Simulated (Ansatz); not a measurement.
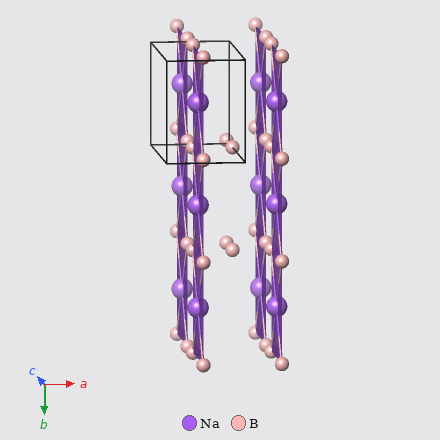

Polyhedra are drawn about Na (bonds: B–Na below 2.9 Å); other atoms are plain spheres.

NaB₄ (space group Pmmm, No. 47): coordinates from a relaxation with DFT PBE, scalar-relativistic, plane waves, PAW (Ansatz); the starting structure was generated, so it need not be a known form of this composition.

Sharing among the drawn polyhedra:

| site | polyhedron | corner-sharing neighbours | edge-sharing | face-sharing | bond (Å) |
| --- | --- | --- | --- | --- | --- |
| Na | NaB4 square | 0 | 2 | 0 | 2.75 |

They form chains of edge-sharing squares along [010].
